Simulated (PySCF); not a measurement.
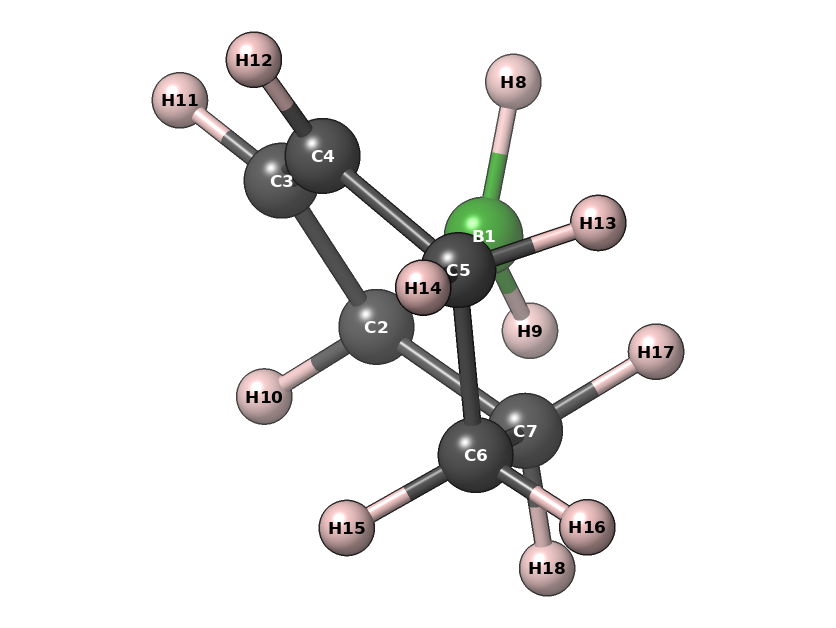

C7 lies behind C6. The molecule seen a little off the C6–C7 bond, C6 in front. Depth is shown by fading: the farther an atom, the more it takes the colour of the background. Geometry: a frame of a GFN2-xTB molecular-dynamics simulation, not a minimum.

### What is the torsion angle C5–C6–C7–C2? The sign is positive where the front bond must turn clockwise to cover the back bond.

−62°, synclinal (gauche). The bonds about C6–C7 are staggered.
